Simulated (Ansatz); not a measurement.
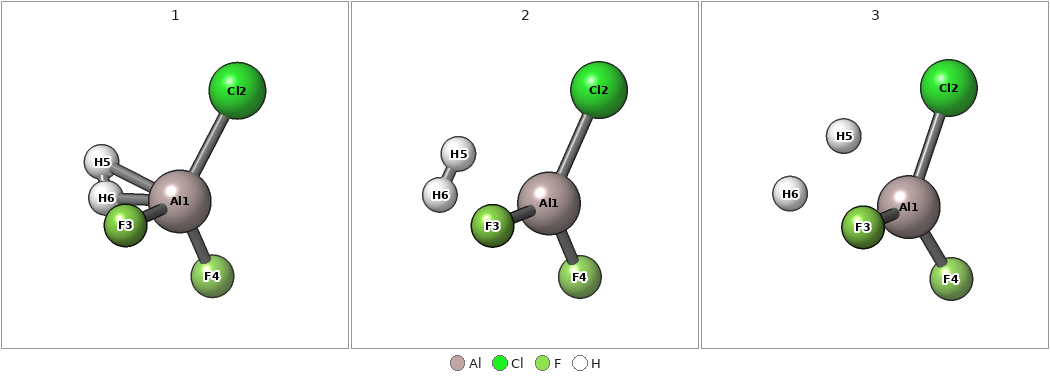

The reacting system AlClF₂H₂ (fragments AlClF₂ + H₂ where the first distance is long, AlClF₂H₂ where the second is long). The first coordinate is: distance Al1–H6 (bond that forms); the second: distance H5–H6 (bond that breaks). Relaxed at each point: all other coordinates. Grid: 9 × 9 points. Points are written as (first, second). Energies are in kcal/mol, from the lowest grid point. The reference is spin-restricted, so regions where a bond is pulled apart into radicals lie too high. The calculation used Ansatz 0.2.0, RKS r2SCAN-D4/def2-SVP.

The numbered pictures are structures from this grid.

Rank them by energy, lowest first.

Answer. 2, at (2.202 Å, 0.755 Å): 0.0 kcal/mol; 1, at (1.479 Å, 0.666 Å): 24.3 kcal/mol; 3, at (2.415 Å, 1.333 Å): 45.3 kcal/mol.

The map, with the structures marked:

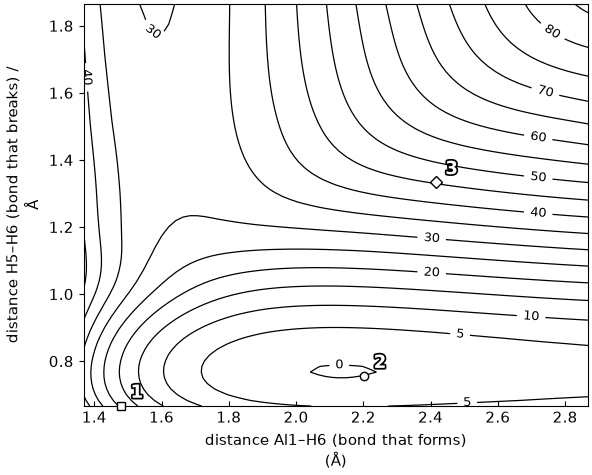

Drawn: contour lines labelled in kcal/mol. Between grid points the surface is interpolated.
